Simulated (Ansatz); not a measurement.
C2H6O2Si: several calculations on one system

Part 1: Relaxation

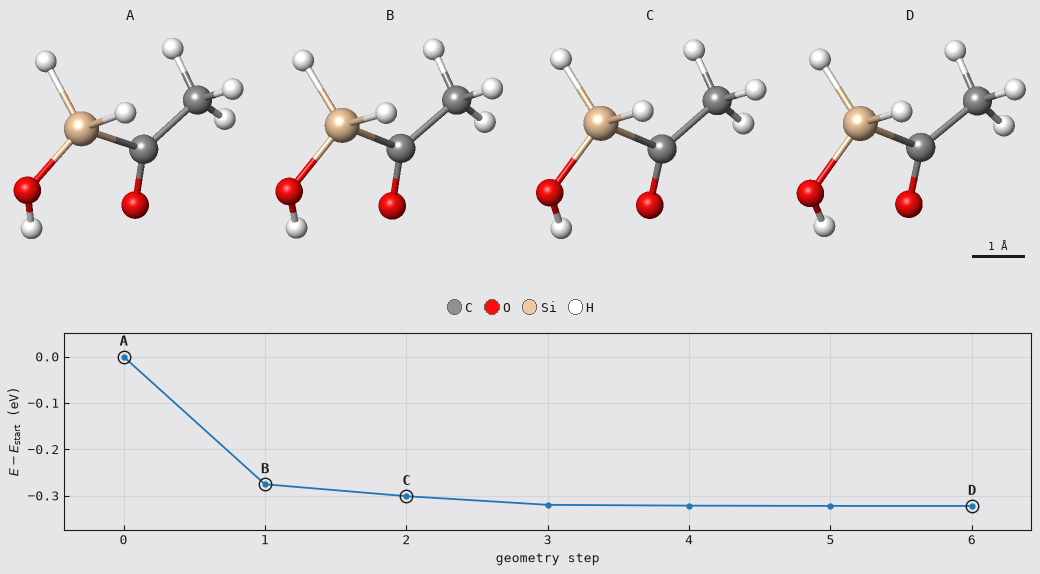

Frames of a relaxation of C2H6O2Si, marked on the history of the run. A ball-and-stick model, seen from a free direction.

The run prepares an end point of a later path (torsion) calculation, from a guessed geometry.

Level of theory: RKS B3LYP/def2-SVP in Ansatz. (no spin polarisation; force threshold 0.015 eV/Å; at most 40 steps)

> Describe the path.

An H atom moves most after the best rigid fit: 0.33 Å. Largest moves by element: H 0.33 Å, Si 0.17 Å, O 0.16 Å, C 0.09 Å. Near-neighbour distances that change, for instance: C–H 1.029 → 1.100 Å, C–Si 1.904 → 1.949 Å, O–Si 1.623 → 1.661 Å, H–Si 1.526 → 1.491 Å. Among the angles between lasting bonds that change: C–Si–O 115.1° → 101.8°, H–Si–H 102.8° → 108.7°, O–Si–H 108.8° → 112.6°. After 6 geometry steps the energy has fallen by 0.322 eV. Largest force component: 3.1 eV/Å at the start, 0.0059 eV/Å at the end. From step 0 to 1: an H atom moves most (0.14 Å), energy −0.275 eV. From step 1 to 2: an H atom moves most (0.11 Å), energy −0.026 eV. From step 2 to 6: an H atom moves most (0.08 Å), energy −0.021 eV.

Part 2: Relaxation

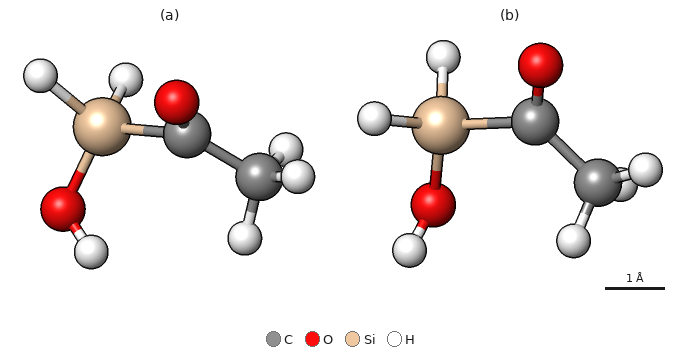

The structure of C2H6O2Si before (left) and after (right) a relaxation, at one scale.

The picture is a ball-and-stick view, seen at a tilt.

The run prepares an end point of a later path (torsion) calculation, from a guessed geometry.

The calculation used RKS B3LYP/def2-SVP (Ansatz).

Input
```yaml
crystal:
  periodic: [false, false, false]
  atoms:
    - { symbol: C, position_ang: [-0.7522, -0.9627, 1.246] }
    - { symbol: C, position_ang: [0.2345, -0.6316, 0.1933] }
    - { symbol: O, position_ang: [1.1347, -1.3746, -0.1041] }
    - { symbol: Si, position_ang: [0.2036, 1.0119, -0.7667] }
    - { symbol: O, position_ang: [0.38946, 2.34371, 0.14187] }
    - { symbol: H, position_ang: [-0.7728, -0.1404, 2.0168] }
    - { symbol: H, position_ang: [-1.7665, -0.9509, 0.7811] }
    - { symbol: H, position_ang: [-0.556, -1.874, 1.6829] }
    - { symbol: H, position_ang: [1.33283, 0.955, -1.79196] }
    - { symbol: H, position_ang: [-1.01905, 1.07513, -1.62255] }
    - { symbol: H, position_ang: [0.41741, 2.12238, 1.07528] }
basis:
  gaussian: { orbitals: def2-SVP }
hamiltonian:
  xc: b3lyp
relax:
  f_tol: 0.015
  max_steps: 40
```

Launched with:
```bash
ansatz run input.yaml --threads 2 --pin off --max-ram 3072MiB --backend cpu --events-out ev --progress --plain --runs-dir out
```

Summarise the run.

Answer. The energy falls by 9.90 kcal/mol in 17 accepted moves (19 points after the start). The largest force component goes from 2.9 to 0.011 eV/Å. The line search rejected the trial steps at points 4, 11 of the run. O3 moves most after the best rigid fit: 0.87 Å. By element the largest moves are O 0.87 Å, H 0.82 Å, C 0.28 Å, Si 0.06 Å. Near-neighbour distances that change, for instance: C1–H8 1.029 → 1.100 Å, Si4–O5 1.623 → 1.674 Å, C2–Si4 1.904 → 1.939 Å, Si4–H9 1.526 → 1.492 Å. Among the angles between lasting bonds that change: H9–Si4–H10 102.8° → 110.8°, Si4–O5–H11 111.0° → 117.9°, O5–Si4–H10 112.3° → 107.1°. Groups turn about Si4–O5 by about 90°, C2–Si4 by about 55°. The run took 57 s on 2 threads of Arm Neoverse V1, with other jobs on the host, peak memory 0.22 GiB.

Part 3: Path

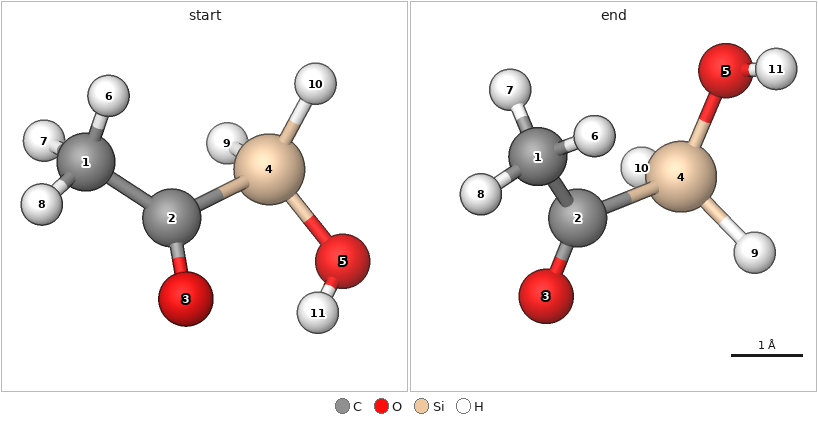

The two relaxed end points of a path for C$_{2}$H$_{6}$O$_{2}$Si. A ball-and-stick model, seen at a tilt.

All numbers below come from RKS B3LYP/def2-SVP (Ansatz).

Settings: 5 movable images; climbing image; force threshold 0.03 eV/Å; iteration limit 60.

Start:
```xyz
11

C    -0.7397   -0.9742    1.2383
C     0.2255   -0.5439    0.1615
O     1.1667   -1.2431   -0.1793
Si    0.1040    1.1429   -0.8070
O     1.4063    1.0388   -1.8324
H    -0.7538   -0.2270    2.0506
H    -1.7638   -1.0144    0.8284
H    -0.4564   -1.9591    1.6379
H    -1.1928    1.2362   -1.5368
H     0.2069    2.2947    0.1342
H     1.8624    0.1923   -1.6748
```

End:
```xyz
11

C    -0.1783   -1.1418    1.1805
C    -0.8932   -0.2445    0.1952
O    -2.1009   -0.2658    0.0487
Si    0.0448    1.0517   -0.9008
O     1.7086    1.0143   -0.7243
H     0.6011   -1.7311    0.6669
H     0.3466   -0.5254    1.9313
H    -0.8951   -1.8118    1.6784
H    -0.3660    0.7914   -2.3118
H    -0.4105    2.3937   -0.4568
H     2.2083    0.4123   -1.2866
```

What barrier does the band find between them, and by what path?

Answer. Forward barrier 3.55 kcal/mol, backward barrier 1.19 kcal/mol, with image 4 at the top; the reaction energy is +2.36 kcal/mol. The motion is a rotation about the C2–Si4 bond by about 175°, with a turn of about 85° about Si4–O5. No bond forms or breaks between the ends. Bond angles that change up to the highest image, for instance: Si4–O5–H11 108.8° → 118.0°, C2–Si4–O5 101.8° → 110.2°. The band converged in 15 iterations, with a climbing image at the top. At the top, the vibrational analysis gives one imaginary mode (46i cm⁻¹), as a transition state must have.

Energies of the converged images:

| image | path (Å) | E (kcal/mol) |
| --- | --- | --- |
| 0 | 0.00 | 0.00 |
| 1 | 0.97 | 0.67 |
| 2 | 1.94 | 2.31 |
| 3 | 2.91 | 3.26 |
| 4 | 3.87 | 3.55 |
| 5 | 5.15 | 2.88 |
| 6 | 6.42 | 2.36 |

The geometry at the top of the path:

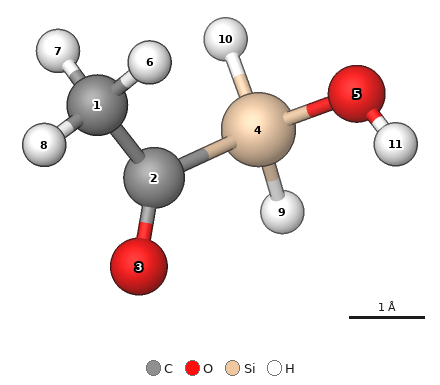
